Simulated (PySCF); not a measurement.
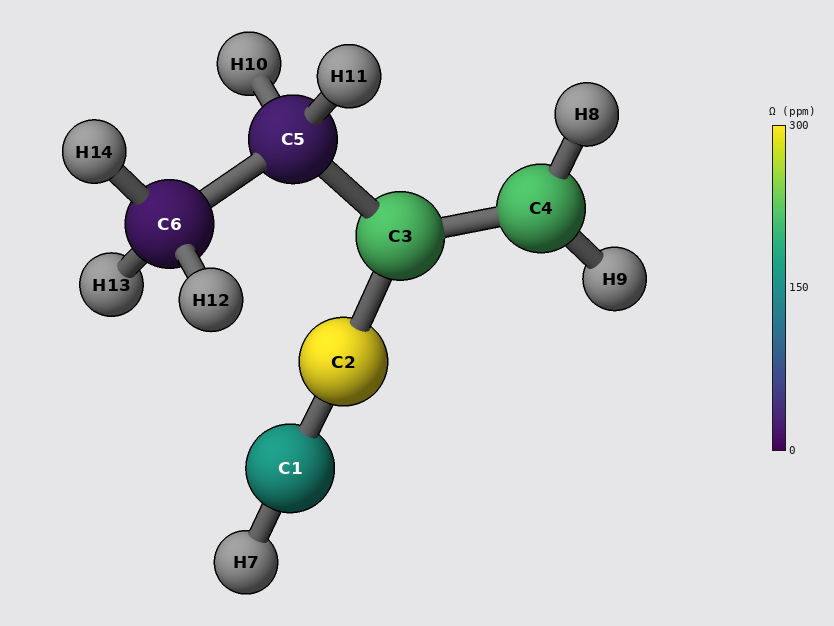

The C atoms are coloured by the span of their shielding tensor. Geometry: an image of a reaction path computed with GFN2-xTB, not a minimum. Method: GIAO PBE0/pcSseg-1 NMR shielding, non-relativistic, gas phase (PySCF 2.14.0). Principal shieldings σ11 ≤ σ22 ≤ σ33, span Ω = σ33 − σ11, skew κ = 3(σiso − σ22)/Ω.

**Which C atom has the most anisotropic shielding?**

C2, with a span of 299 ppm.

Give the shielding tensors of the C atoms.

```json
{"atom": "C1", "σ11": "36.9", "σ22": "48.8", "σ33": "202.7", "σiso": "96.1", "Ω": "165.8", "κ": "0.86"}
{"atom": "C2", "σ11": "−2.1", "σ22": "2.9", "σ33": "297.4", "σiso": "99.4", "Ω": "299.5", "κ": "0.97"}
{"atom": "C3", "σ11": "−68.7", "σ22": "61.1", "σ33": "149.5", "σiso": "47.3", "Ω": "218.2", "κ": "−0.19"}
{"atom": "C4", "σ11": "−64.1", "σ22": "77.3", "σ33": "153.5", "σiso": "55.6", "Ω": "217.6", "κ": "−0.30"}
{"atom": "C5", "σ11": "144.7", "σ22": "149.6", "σ33": "172.5", "σiso": "155.6", "Ω": "27.8", "κ": "0.65"}
{"atom": "C6", "σ11": "161.5", "σ22": "170.7", "σ33": "182.7", "σiso": "171.6", "Ω": "21.2", "κ": "0.14"}
```

Shieldings and span in ppm.
